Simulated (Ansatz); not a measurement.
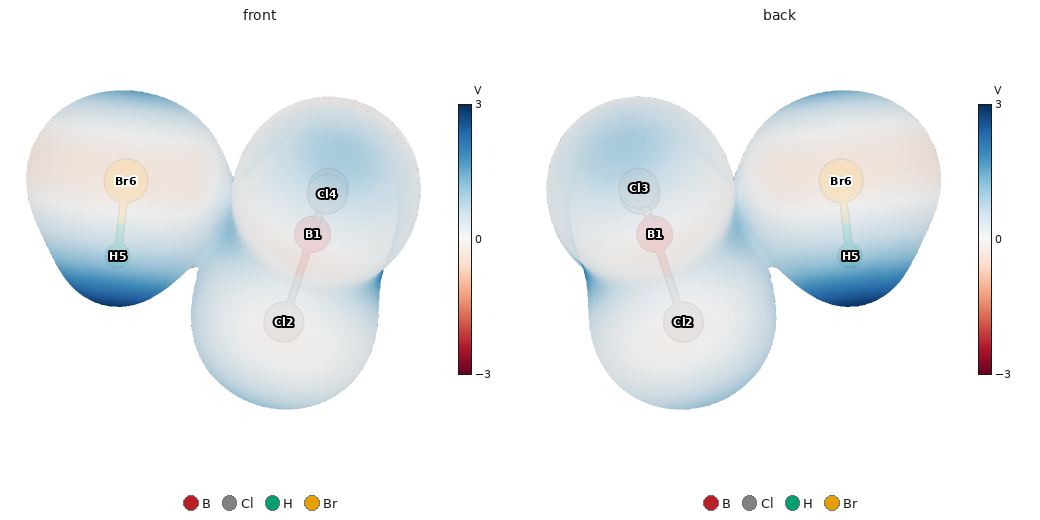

*BCl3···HBr. The electrostatic potential painted on the density surface at 0.004 e/bohr³, seen from the front and from behind; red is negative and blue positive.*

The reactant side of a reaction path; geometry: PBE0-D4/def2-TZVP.

Theory: RKS PBE0-D4/def2-TZVPP in Ansatz 0.2.0.

Input file:

```
crystal:
  periodic: [false, false, false]
  atoms:
    - {symbol: B, position_ang: [-0.686918, -0.318098, -0.927817]}
    - {symbol: Cl, position_ang: [0.565806, 0.647131, -1.659185]}
    - {symbol: Cl, position_ang: [-0.478825, -2.034654, -0.780369]}
    - {symbol: Cl, position_ang: [-2.153172, 0.436429, -0.387065]}
    - {symbol: H, position_ang: [1.816949, 1.000747, 1.456712]}
    - {symbol: Br, position_ang: [0.936261, 0.268446, 2.297623]}
basis:
  gaussian: {orbitals: def2-TZVPP}
hamiltonian: {xc: pbe0, dispersion: d4}
output: {orbitals: {seedname: orbitals}}
```

Command:

```sh
ansatz run in.yaml --threads 8 --pin off --events-out ev --progress --plain --max-ram 19148MiB
```

### Where is the surface potential most negative and most positive?

The most negative region (about −0.2 V) lies over Br6, the most positive (about +2.8 V) over H5. Cl2 shows a σ-hole: about +1.0 V at the tip opposite its bond, against about +0.4 V on its flanks. Cl3 shows a σ-hole: about +0.9 V at the tip opposite its bond, against about 0.0 V on its flanks. Cl4 shows a σ-hole: about +0.9 V at the tip opposite its bond, against about 0.0 V on its flanks. Br6 shows a σ-hole: about +1.5 V at the tip opposite its bond, against about 0.0 V on its flanks.
